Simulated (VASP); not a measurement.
Input:

```yaml
crystal:
  lattice:
    - [0.00000, 2.07000, 2.07000]
    - [2.07000, 0.00000, 2.07000]
    - [2.07000, 2.07000, 0.00000]
  atoms:
    - { symbol: V, position: [0.00000, 0.00000, 0.00000] }
    - { symbol: N, position: [0.50000, 0.50000, 0.50000] }
```

Method: revPBE GGA, VASP's PBE PAW potentials (set 64) (plane waves; VASP 6.6.1). Run with 520 eV cut-off, 17×17×17 Γ-centred mesh, tetrahedra with Blöchl corrections, potentials V_sv N.

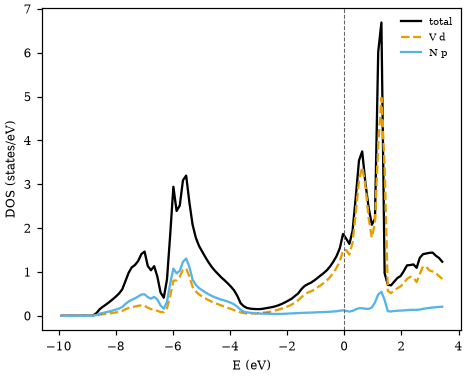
Total and projected density of states, zero at the Fermi level

Within 2 eV below the Fermi level the largest weight inside VASP's projection spheres is V d.

It has no gap at this level: it comes out as a metal or semimetal.

The compound is VN in the rock salt structure, which distorts at low temperature. The cell was not relaxed at this level. The run is not spin-polarised, so no magnetic state was tried. VASP warned that the highest band is occupied, so more bands are needed.
